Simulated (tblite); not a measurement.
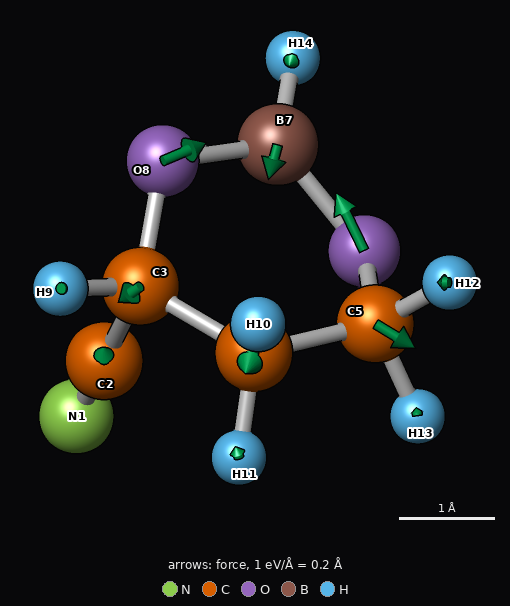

Starting geometry of C4H6BNO2 with the computed forces as green arrows. Style: ball-and-stick. Shown from a free direction.

Method: GFN2-xTB geometry optimisation, gas phase (tblite 0.8.0). 

Q: What follows when this structure is relaxed?

A: It isn't relaxed: the largest force vector, on an O atom, is 3.49 eV/Å. The final displacements have little in common with the starting forces (cosine between the two patterns 0.17). The largest move after the best rigid fit is that of an H atom, 0.82 Å. By element the largest moves are H 0.82 Å, O 0.66 Å, N 0.46 Å, C 0.27 Å, B 0.15 Å. Some distances before and after: B–O 1.450 → 1.346 Å, C–C 1.501 → 1.456 Å, C–C 1.487 → 1.529 Å, C–C 1.502 → 1.539 Å. Among the angles between lasting bonds that change: C–O–B 113.1° → 119.5°, C–O–B 114.3° → 120.1°, O–B–O 118.7° → 124.3°. Groups turn about C–O by about 65°, C–C by about 55°, B–O by about 30°. Over 73 geometry steps the energy falls by 0.900 eV.
